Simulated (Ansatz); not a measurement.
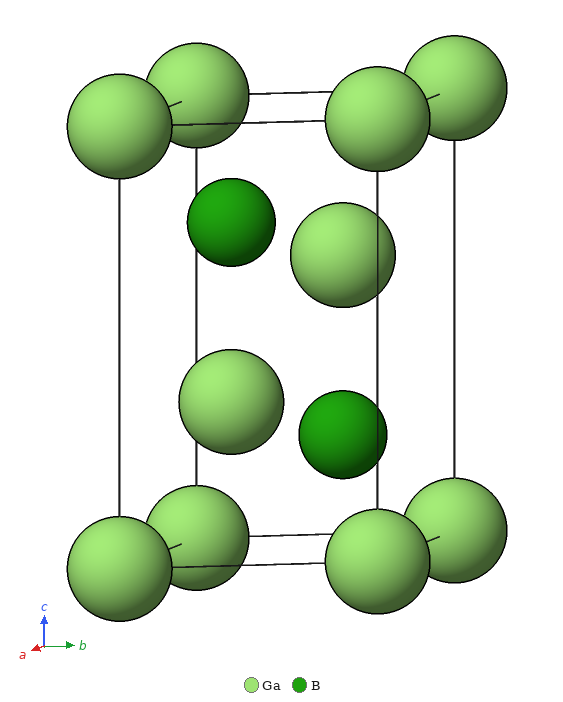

A spheres-only picture of a crystal structure, seen slightly off an axis. The conventional unit cell is drawn as a box.

Cell dimensions are a = 3.574 Å, b = 3.574 Å, c = 6.014 Å, α = 90.00°, β = 90.00°, γ = 120.00°.

Question: Count the atoms and give the formula.

Answer: Ga$_{3}$B$_{2}$. The cell holds 3 Ga, 2 B, counting shared atoms by their share.

Question: Give the space group.

Answer: P-3m1 (No. 164), with Ga on 1a, Ga on 2d and B on 2d.

Provenance: a textbook structure type filled with these elements (whether it is the usual form wasn't checked). Relaxation method: Ansatz, DFT PBE, scalar-relativistic, plane waves, PAW.
